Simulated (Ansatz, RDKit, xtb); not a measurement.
# Isomers of CH11GeNSi2, a sample narrowed down

A sample of isomers of CH11GeNSi2 is drawn. Aim: find which of them has the lowest free energy at 298.15 K, then its properties. The sample is small against all isomers, and the most stable one of this formula need not be in it.

The funnel: GFN2-xTB relaxations, single points with a density functional, relaxations at B3LYP/def2-SVP, harmonic vibrations (at GFN2-xTB), and a last energy at a higher level. All values are calculated.

## (1) Drawing up candidates

Isomers were taken from a list of plausible structures; this is a sample, not all of them. That gives 4 candidates.

```tsv
label	SMILES	spin
c039	C[Si@@H]([GeH3])N[SiH3]	singlet
c377	C[SiH2][N]([SiH3])[GeH3]	singlet
c514	CN([SiH3])[SiH2][GeH3]	singlet
c888	C[SiH2]N[SiH2][GeH3]	singlet
```

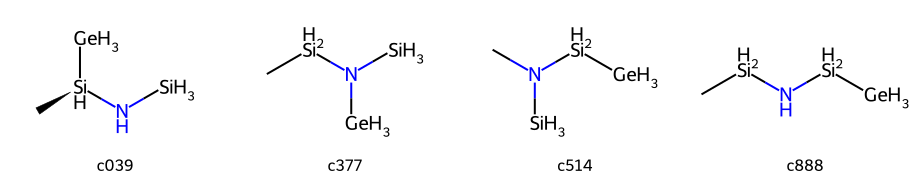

Structural formulas of the candidates.

Candidates are built by distance geometry, with a force field where one applies, in up to four conformers (letters a to d).

## (2) Cheap relaxation of all starts

All 13 starts are relaxed the same way. One of them, c377b (taken from a list of positional isomers, embedded by distance geometry and UFF), in full:

Input file start.xyz:

```xyz
16
c377b
C     -1.270126     1.628496    -0.300693
Ge     1.653253    -0.809734    -2.859938
N      0.962510    -0.046611    -1.326561
Si    -0.620209     0.642944    -1.693673
Si     0.715961    -1.425064    -0.165580
H     -0.516942     2.447184    -0.026833
H     -2.239940     2.161366    -0.602450
H     -1.465068     0.984713     0.611402
H     -1.614939    -0.427099    -2.013918
H     -0.495695     1.530161    -2.885112
H      0.209171    -0.872859     1.089261
H     -0.236900    -2.401781    -0.682314
H      1.977658    -2.033488     0.095621
H      1.837075     0.282031    -3.919133
H      3.013398    -1.546739    -2.575730
H      0.647969    -1.890845    -3.415619
```

Run with:

```bash
xtb start.xyz --gfn 2 --opt
```

Standard output (excerpt; [...] marks lines left out):

```text
* xtb version 6.7.1
[...]
          :  # basis functions                  49          :
[...]
          :  # electrons                        32          :
[...]
          :  Hamiltonian                  GFN2-xTB          :
[...]
          :  net charge                          0          :
          :  unpaired electrons                  0          :
[...]
   *** convergence criteria satisfied after 15 iterations ***
[...]
   *** GEOMETRY OPTIMIZATION CONVERGED AFTER 39 ITERATIONS ***
[...]
   *** convergence criteria satisfied after 3 iterations ***
[...]
         ::                     SUMMARY                     ::
         :::::::::::::::::::::::::::::::::::::::::::::::::::::
         :: total energy             -16.098037727578 Eh    ::
         :: gradient norm              0.000241298267 Eh/a0 ::
         :: HOMO-LUMO gap              4.777585167923 eV    ::
         ::.................................................::
         :: SCC energy               -16.261224706128 Eh    ::
         :: -> isotropic ES            0.041365559302 Eh    ::
         :: -> anisotropic ES          0.003903105930 Eh    ::
         :: -> anisotropic XC          0.002621326216 Eh    ::
         :: -> dispersion             -0.013216428973 Eh    ::
         :: repulsion energy           0.163186978550 Eh    ::
         :: add. restraining           0.000000000000 Eh    ::
         :: total charge               0.000000000000 e     ::
         :::::::::::::::::::::::::::::::::::::::::::::::::::::
[...]
        16        2.0000           -0.3710967             -10.0981 (HOMO)
        17                         -0.1955237              -5.3205 (LUMO)
[...]
     #   Z          covCN         q      C6AA      α(0)
     1   6          3.652    -0.209    25.005     7.181
     2  32          4.066     0.164   168.210    23.273
     3   7          2.471    -0.460    32.166     8.422
     4  14          3.917     0.520    96.229    18.760
     5  14          3.862     0.511    96.489    18.788
     6   1          0.925     0.030     2.593     2.518
     7   1          0.925     0.017     2.773     2.604
     8   1          0.925     0.025     2.655     2.548
     9   1          0.915    -0.098     5.498     3.668
    10   1          0.916    -0.096     5.424     3.643
    11   1          0.918    -0.101     5.612     3.705
    12   1          0.917    -0.106     5.780     3.760
    13   1          0.918    -0.106     5.785     3.762
    14   1          0.938    -0.031     3.655     2.989
[...]
     #   Z sym  total        # sym  WBO       # sym  WBO       # sym  WBO
 ---------------------------------------------------------------------------
     1   6      3.977 --     7      1.001     8      0.993     6      0.991
                             4      0.892
     2  32      3.575 --     3      1.013    14      0.849    15      0.846
                            16      0.841
     3   7      3.323 --     2      1.013     4      0.998     5      0.997
     4  14      3.652 --     3      0.998     1      0.892     9      0.877
                            10      0.876
     5  14      3.681 --     3      0.997    11      0.889    12      0.887
                            13      0.880
     6   1      0.999 --     1      0.991
     7   1      0.999 --     1      1.001
     8   1      0.999 --     1      0.993
     9   1      0.990 --     4      0.877
[...]
molecular dipole:
                 x           y           z       tot (Debye)
 q only:       -0.051      -0.053       0.027
   full:       -0.159      -0.018       0.123       0.513
molecular quadrupole (traceless):
[...]
          | TOTAL ENERGY              -16.098037727578 Eh   |
          | GRADIENT NORM               0.000241298267 Eh/α |
          | HOMO-LUMO GAP               4.777585167923 eV   |
           -------------------------------------------------
[...]
```

Run time: 0.24 s. Hardware: 2 threads of Arm Neoverse V2, shared host.

## (3) What the search left

13 of the 13 relaxations converged. 13 distinct structures remain:

```tsv
label	start	SMILES after	spin	energy (kcal/mol)
c514b	drawn	CN([SiH3])[SiH2][GeH3]	singlet	0.0
c514a	drawn	CN([SiH3])[SiH2][GeH3]	singlet	0.9
c514c	drawn	CN([SiH3])[SiH2][GeH3]	singlet	1.3
c377b	drawn	C[SiH2][N]([SiH3])[GeH3]	singlet	2.8
c377c	drawn	C[SiH2][N]([SiH3])[GeH3]	singlet	2.9
c377a	drawn	C[SiH2][N]([SiH3])[GeH3]	singlet	2.9
c888a	drawn	C[SiH2]N[SiH2][GeH3]	singlet	3.3
c888d	drawn	C[SiH2]N[SiH2][GeH3]	singlet	3.4
c888c	drawn	C[SiH2]N[SiH2][GeH3]	singlet	3.6
c039a	drawn	C[Si@@H]([GeH3])N[SiH3]	singlet	3.9
c888b	drawn	C[SiH2]N[SiH2][GeH3]	singlet	4.5
c039b	drawn	C[Si@@H]([GeH3])N[SiH3]	singlet	4.5
c039c	drawn	C[Si@@H]([GeH3])N[SiH3]	singlet	5.0
```

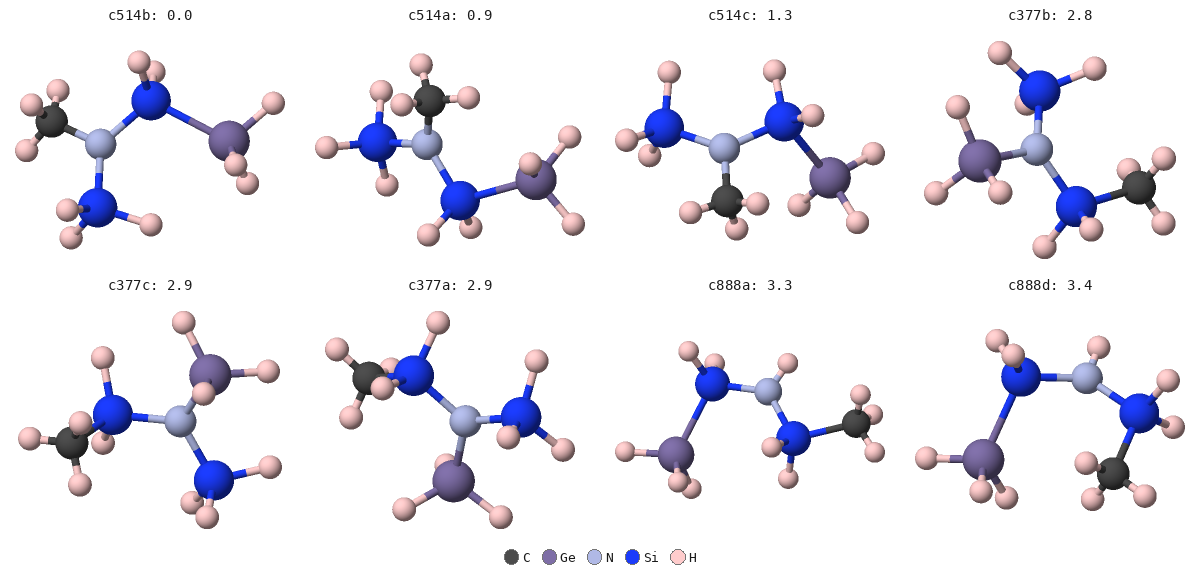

The 8 lowest minima that did not fall apart, with their GFN2-xTB energies in kcal/mol.

## (4) Screening with a density functional

A choice of the minima (the low ones first, few conformers of a pattern, up to a cap) and the lowest that fell apart get a single point at r2SCAN-D4/def2-SVP on the tight-binding geometry, and one at HF/STO-3G for comparison. Some singlets are also tried as triplets at the same geometry (label ending in t). Within 40 kcal/mol but not screened, among others: c514c, c377a, c888c, c888b, c039c. The first, c514b:

Input file input.yaml:

```yaml
crystal:
  periodic: [false, false, false]
  atoms:
    - symbol: C
      position_ang: [-0.921637, 0.862447, 0.386936]
    - symbol: Ge
      position_ang: [2.091199, -0.737512, -2.871527]
    - symbol: "N"
      position_ang: [-0.393513, 0.226951, -0.800895]
    - symbol: Si
      position_ang: [-1.543696, -0.657562, -1.757177]
    - symbol: Si
      position_ang: [1.333420, 0.146407, -0.868018]
    - symbol: H
      position_ang: [-0.295034, 1.706037, 0.672603]
    - symbol: H
      position_ang: [-1.932366, 1.225881, 0.206272]
    - symbol: H
      position_ang: [-0.954466, 0.166254, 1.229550]
    - symbol: H
      position_ang: [-2.632864, 0.277030, -2.060368]
    - symbol: H
      position_ang: [-2.076029, -1.797418, -0.995883]
    - symbol: H
      position_ang: [-0.842284, -1.105090, -2.957376]
    - symbol: H
      position_ang: [1.853415, -0.639719, 0.266281]
    - symbol: H
      position_ang: [1.818679, 1.523916, -0.684105]
    - symbol: H
      position_ang: [1.629518, -0.110115, -4.154778]
    - symbol: H
      position_ang: [1.871157, -2.203258, -3.113747]
    - symbol: H
      position_ang: [3.587516, -0.624716, -2.977176]
basis:
  gaussian:
    orbitals: def2-SVP
scf:
  lower_state_search: off
output: {orbitals: {seedname: orbitals}}
hamiltonian:
  xc: r2scan
  dispersion: d4
```

Run with:

```bash
ansatz run input.yaml --threads 2 --pin off --max-ram 5220MiB --events-out events.jsonl --progress --plain --runs-dir runs
```

Standard output (excerpt; [...] marks lines left out):

```text
Warning: RAYON_NUM_THREADS=2 ignored (pool sized by the plan → 2); use --threads N
Functional definition: r2SCAN
  name "r2SCAN"
[...]
1711 factors; their error is unknown
[...]
mean field -74962.98280690 eV, -2754.8388064187 hartree, gradient 8.0e-6 eV, S^2 0.000000; 0 other end points of the search recorded, 0 dependent functions left out
reference -74962.98282004 eV, -2754.8388069018 hartree; 42, 42 occupied and 109, 109 virtual orbitals, 1711 factors
Total energy: -74963.09273765 eV, -2754.8428462995 hartree
Checks for a lower state left out: stability, starts, cluster_reference, orbital_swaps, neighbouring_geometries, increment
```

Run time: 3.6 s. Hardware: 2 threads of Arm Neoverse V2, shared host; peak memory 0.21 GiB.

Relative energies in kcal/mol, each column from its lowest structure that stays in one piece:

```tsv
label	SMILES	spin	GFN2-xTB	HF/STO-3G	r2SCAN-D4/def2-SVP
c888d	C[SiH2]N[SiH2][GeH3]	singlet	3.4	2.3	0.0
c039a	C[Si@@H]([GeH3])N[SiH3]	singlet	3.9	1.5	0.1
c377c	C[SiH2][N]([SiH3])[GeH3]	singlet	2.9	0.0	0.2
c039b	C[Si@@H]([GeH3])N[SiH3]	singlet	4.5	1.3	0.2
c377b	C[SiH2][N]([SiH3])[GeH3]	singlet	2.8	0.8	0.3
c888a	C[SiH2]N[SiH2][GeH3]	singlet	3.3	1.5	0.4
c514b	CN([SiH3])[SiH2][GeH3]	singlet	0.0	16.9	18.7
c514a	CN([SiH3])[SiH2][GeH3]	singlet	0.9	16.2	19.4
c888dt	C[SiH2]N[SiH2][GeH3]	triplet	–	–	122.1
c039at	C[Si@@H]([GeH3])N[SiH3]	triplet	–	–	124.5
c377ct	C[SiH2][N]([SiH3])[GeH3]	triplet	–	–	125.4
```

Measured from c888d, GFN2-xTB misplaces c514b by 22 kcal/mol against r2SCAN-D4/def2-SVP, so minima dropped on its energies alone could hide the lowest isomer.

## (5) Refinement at B3LYP/def2-SVP

4 candidates are relaxed at B3LYP/def2-SVP (chosen among the lowest in one piece, one conformer a pattern). The first, c888d:

Input file input.yaml:

```yaml
crystal:
  periodic: [false, false, false]
  atoms:
    - {symbol: C, position_ang: [-2.667422, 1.267634, -0.785396]}
    - {symbol: Ge, position_ang: [0.679391, 0.068743, -0.537215]}
    - {symbol: N, position_ang: [-2.104321, -0.974935, 1.054241]}
    - {symbol: Si, position_ang: [-3.399229, -0.097853, 0.297146]}
    - {symbol: Si, position_ang: [-0.466425, -0.532872, 1.401145]}
    - {symbol: H, position_ang: [-2.042220, 0.858180, -1.575045]}
    - {symbol: H, position_ang: [-2.058231, 1.952144, -0.200753]}
    - {symbol: H, position_ang: [-3.453479, 1.848733, -1.257973]}
    - {symbol: H, position_ang: [-4.153355, -1.075282, -0.498699]}
    - {symbol: H, position_ang: [-4.267231, 0.497915, 1.326374]}
    - {symbol: H, position_ang: [-2.427838, -1.772940, 1.576153]}
    - {symbol: H, position_ang: [0.131073, -1.726916, 2.008331]}
    - {symbol: H, position_ang: [-0.403222, 0.563509, 2.381682]}
    - {symbol: H, position_ang: [0.243802, -0.552762, -1.835196]}
    - {symbol: H, position_ang: [0.723368, 1.534995, -0.870583]}
    - {symbol: H, position_ang: [2.142399, -0.287311, -0.491479]}
basis:
  gaussian:
    orbitals: def2-SVP
hamiltonian:
  xc: {name: B3LYP}
scf:
  lower_state_search: "off"
relax:
  f_tol: 0.006
```

Run with:

```bash
ansatz run input.yaml --threads 2 --pin off --max-ram 5220MiB --events-out events.jsonl --progress --plain --runs-dir runs
```

Standard output (excerpt; [...] marks lines left out):

```text
Warning: RAYON_NUM_THREADS=2 ignored (pool sized by the plan → 2); use --threads N
[...]
Functional definition: B3LYP
  name "B3LYP"
[...]
1611 factors; integrals over basis functions are off by at most 3.6e-4 eV
[...]
mean field -74969.40653557 eV, -2755.0748740932 hartree, gradient 6.6e-6 eV, S^2 0.000000; 0 other end points of the search recorded, 0 dependent functions left out
[...]
reference -74969.40687071 eV, -2755.0748864097 hartree; 42, 42 occupied and 109, 109 virtual orbitals, 1611 factors
relax step   1: F+E_penalty+E_count = -74969.40653557 eV  Δ(F+E_penalty+E_count) = +0.000e0 eV  max|allowed force component| = 8.395e-1 eV/Å  Δτ_max = 0.0000 Å  (14 SCF iters, accepted)
[...]
relax step  17: F+E_penalty+E_count = -74969.69799766 eV  Δ(F+E_penalty+E_count) = -5.231e-3 eV  max|allowed force component| = 1.967e-1 eV/Å  Δτ_max = 0.0588 Å  (18 SCF iters, accepted)
[...]
Atom 7 at    -4.669582     1.945423    -0.740827 Å, force     0.001559    -0.001009    -0.000177 eV/Å
Atom 8 at    -4.499163    -0.652540     0.746061 Å, force     0.001254     0.000747    -0.000121 eV/Å
Atom 9 at    -3.136495     1.074122     1.776900 Å, force     0.000352    -0.000205    -0.000353 eV/Å
Atom 10 at    -1.876064    -1.279237    -0.501607 Å, force     0.001926     0.001912     0.003422 eV/Å
Atom 11 at    -0.200941    -2.009080     1.942855 Å, force    -0.000088     0.001047    -0.001100 eV/Å
Atom 12 at    -0.469474     0.372902     2.269366 Å, force    -0.000141    -0.000411     0.000232 eV/Å
Atom 13 at     1.526836    -1.342586    -1.351521 Å, force     0.000585     0.000406    -0.000171 eV/Å
Atom 14 at     1.521109     1.080140    -0.776508 Å, force    -0.000090    -0.000928     0.000544 eV/Å
Atom 15 at     2.860364    -0.527976     0.593474 Å, force    -0.000760     0.000096    -0.000560 eV/Å
Dipole moment:    -0.158648    -0.017526    -0.183158 e Å
Checks for a lower state left out: stability, starts, cluster_reference, orbital_swaps, neighbouring_geometries, increment
```

Wall time 4.7 min (2 threads of Arm Neoverse V2, shared host); peak memory 0.46 GiB.

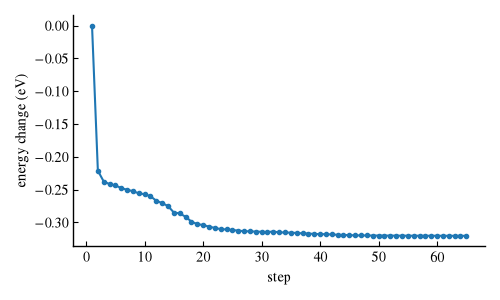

Energy along the run, all evaluated steps.

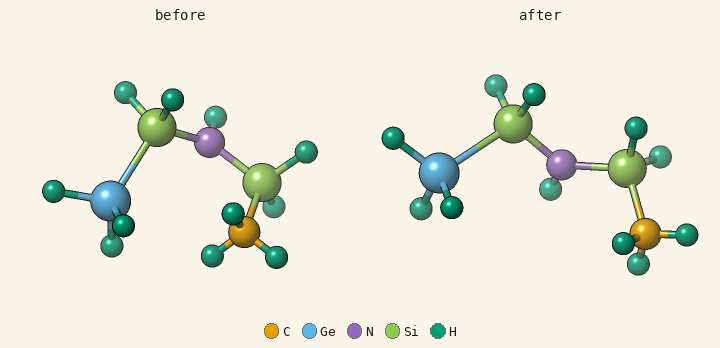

Before and after, at one scale.

After the run. Bond lengths: C1–Si4 1.883 Å, N3–Si4 1.754 Å, Ge2–Si5 2.404 Å, N3–Si5 1.749 Å, C1–H6 1.103 Å, C1–H7 1.102 Å, C1–H8 1.103 Å, Si4–H9 1.498 Å, Si4–H10 1.491 Å, N3–H11 1.020 Å, Si5–H12 1.498 Å, Si5–H13 1.491 Å, Ge2–H14 1.548 Å, Ge2–H15 1.546 Å, Ge2–H16 1.546 Å. Some angles: C1–Si4–N3 112.2°, Si4–N3–Si5 130.7°, Ge2–Si5–N3 110.4°, C1–Si4–H9 108.2°, C1–Si4–H10 110.6°, N3–Si4–H9 110.7°, N3–Si4–H10 106.4°, Si4–C1–H6 111.3°, Si4–C1–H7 111.2°, Si4–C1–H8 110.5°.

## (6) After refinement

```tsv
label	spin	r2SCAN-D4/def2-SVP (kcal/mol)	B3LYP/def2-SVP, relaxed (kcal/mol)	time
c888d	singlet	0.0	0.0	4.7 min
c039a	singlet	0.1	1.4	68 s
c377c	singlet	0.2	2.4	2.8 min
c514b	singlet	18.7	18.8	44 s
```

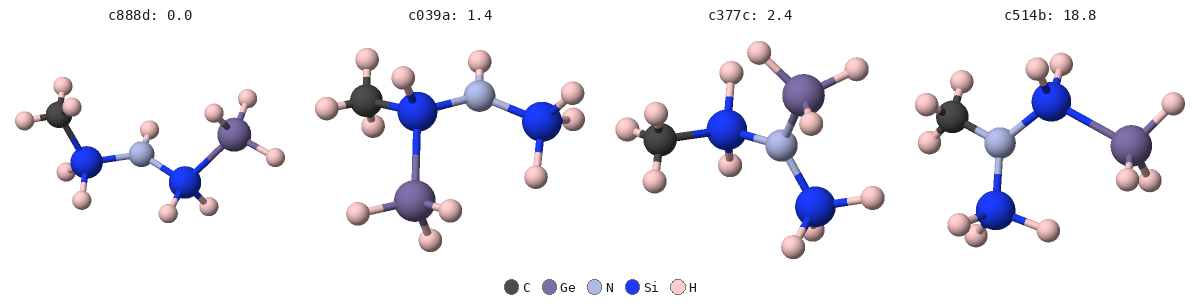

The relaxed structures, with energies at B3LYP/def2-SVP in kcal/mol.

## (7) Are they minima? Harmonic frequencies

The lowest few go on as finalists. In this search the thermal terms come from GFN2-xTB at its own nearest minimum. The first, c888d:

Input file start.xyz:

```xyz
16
c888d
C     -3.733176     1.391408    -0.922373
Ge     1.528614    -0.342063    -0.170168
N     -1.857853    -0.640581     0.293308
Si    -3.337648     0.269513     0.537886
Si    -0.387142    -0.700123     1.237751
H     -3.865850     0.809128    -1.849536
H     -2.926474     2.122531    -1.092327
H     -4.669582     1.945423    -0.740827
H     -4.499163    -0.652540     0.746061
H     -3.136495     1.074122     1.776900
H     -1.876064    -1.279237    -0.501607
H     -0.200941    -2.009080     1.942855
H     -0.469474     0.372902     2.269366
H      1.526836    -1.342586    -1.351521
H      1.521109     1.080140    -0.776508
H      2.860364    -0.527976     0.593474
```

Run with:

```bash
xtb start.xyz --gfn 2 --ohess tight
```

Standard output (excerpt; [...] marks lines left out):

```text
* xtb version 6.7.1
[...]
          :  # basis functions                  49          :
[...]
          :  # electrons                        32          :
[...]
          :  Hamiltonian                  GFN2-xTB          :
[...]
          :  net charge                          0          :
          :  unpaired electrons                  0          :
[...]
   *** convergence criteria satisfied after 14 iterations ***
[...]
   *** GEOMETRY OPTIMIZATION CONVERGED AFTER 34 ITERATIONS ***
[...]
   *** convergence criteria satisfied after 3 iterations ***
[...]
         ::                     SUMMARY                     ::
         :::::::::::::::::::::::::::::::::::::::::::::::::::::
         :: total energy             -16.096196987140 Eh    ::
         :: gradient norm              0.000384789621 Eh/a0 ::
         :: HOMO-LUMO gap              4.900818977262 eV    ::
         ::.................................................::
         :: SCC energy               -16.270861196599 Eh    ::
         :: -> isotropic ES            0.038239933979 Eh    ::
         :: -> anisotropic ES          0.005981619446 Eh    ::
         :: -> anisotropic XC          0.002762601376 Eh    ::
         :: -> dispersion             -0.011182167589 Eh    ::
         :: repulsion energy           0.174664209459 Eh    ::
         :: add. restraining           0.000000000000 Eh    ::
         :: total charge               0.000000000000 e     ::
         :::::::::::::::::::::::::::::::::::::::::::::::::::::
[...]
        16        2.0000           -0.3834032             -10.4329 (HOMO)
        17                         -0.2033015              -5.5321 (LUMO)
[...]
molecular dipole:
                 x           y           z       tot (Debye)
 q only:       -0.498       0.025       0.254
   full:       -0.703       0.168      -0.001       1.837
molecular quadrupole (traceless):
[...]
          | TOTAL ENERGY              -16.096196987149 Eh   |
          | TOTAL ENTHALPY            -15.977212146021 Eh   |
          | TOTAL FREE ENERGY         -16.027668119684 Eh   |
          | GRADIENT NORM               0.000384743165 Eh/α |
[...]
```

Run time: 0.49 s. Hardware: 2 threads of Arm Neoverse V2, shared host; peak memory 0.11 GiB.

## (8) Zero-point energy and free-energy terms

As xtb prints them, at 298.15 K, with its own treatment of low modes:

```tsv
label	SMILES	spin	lowest mode (cm⁻¹)	zero-point (kcal/mol)	G − E (kcal/mol)
c888d	C[SiH2]N[SiH2][GeH3]	singlet	20i	66.8	43.0
c039a	C[Si@@H]([GeH3])N[SiH3]	singlet	19	66.8	43.2
c377c	C[SiH2][N]([SiH3])[GeH3]	singlet	19	65.3	42.2
c514b	CN([SiH3])[SiH2][GeH3]	singlet	39	66.3	43.5
```

c888d keeps an imaginary mode, a small one that points to a nearly free motion; the harmonic terms are rough for it.

## (9) Energies at the top level

Each finalist gets a single point at CCSD(T)/def2-SVP + MP2/def2-TZVPP - MP2/def2-SVP.

c888d, CCSD(T)/def2-SVP:

Input file input.yaml:

```yaml
basis:
  gaussian: {orbitals: def2-SVP}
crystal:
  periodic: [false, false, false]
  atoms:
    - {symbol: C, position_ang: [-3.733176, 1.391408, -0.922373]}
    - {symbol: Ge, position_ang: [1.528614, -0.342063, -0.170168]}
    - {symbol: "N", position_ang: [-1.857853, -0.640581, 0.293308]}
    - {symbol: Si, position_ang: [-3.337648, 0.269513, 0.537886]}
    - {symbol: Si, position_ang: [-0.387142, -0.700123, 1.237751]}
    - {symbol: H, position_ang: [-3.865850, 0.809128, -1.849536]}
    - {symbol: H, position_ang: [-2.926474, 2.122531, -1.092327]}
    - {symbol: H, position_ang: [-4.669582, 1.945423, -0.740827]}
    - {symbol: H, position_ang: [-4.499163, -0.652540, 0.746061]}
    - {symbol: H, position_ang: [-3.136495, 1.074122, 1.776900]}
    - {symbol: H, position_ang: [-1.876064, -1.279237, -0.501607]}
    - {symbol: H, position_ang: [-0.200941, -2.009080, 1.942855]}
    - {symbol: H, position_ang: [-0.469474, 0.372902, 2.269366]}
    - {symbol: H, position_ang: [1.526836, -1.342586, -1.351521]}
    - {symbol: H, position_ang: [1.521109, 1.080140, -0.776508]}
    - {symbol: H, position_ang: [2.860364, -0.527976, 0.593474]}
magnetization: {spin_polarized: false}
correlation: {method: ccsd_t, frozen_orbitals: {"N": 1, H: 0, C: 1, Si: 5, Ge: 9}}
```

Run with:

```bash
ansatz run input.yaml --threads 2 --pin off --max-ram 5220MiB --events-out events.jsonl --progress --plain --runs-dir runs
```

Standard output (excerpt; [...] marks lines left out):

```text
Warning: RAYON_NUM_THREADS=2 ignored (pool sized by the plan → 2); use --threads N
Functional definition: HF
  name "HF"
[...]
1505 factors; integrals over basis functions are off by at most 1.5e-3 eV
[...]
mean field -74871.90778006 eV, -2751.4918609152 hartree, gradient 3.2e-6 eV, S^2 0.000000; 0 other end points of the search recorded, 0 dependent functions left out
21 core orbitals not correlated: weight in the atoms' cores, before any rotation towards them, 1.000 or more for the frozen orbitals, at most 0.000 for the correlated occupied ones
reference -74871.90778006 eV, -2751.4918609152 hartree; 21, 21 occupied and 109, 109 virtual orbitals, 1505 factors
second order -20.44541699 eV of doubles, -0.00000000 eV of singles
cycle   1  -21.54493236 eV  change    -1.1e0 eV  update   1.1e-1
[...]
cycle   8  -22.37637658 eV  change   -1.4e-5 eV  update   3.6e-5
perturbative correction -0.61827292 eV, -0.0227211107 hartree
Total energy: -74894.90242956 eV, -2752.3368986981 hartree
```

Wall time 46 s (2 threads of Arm Neoverse V2, shared host); peak memory 1.2 GiB.

[end of part 1 of 2]
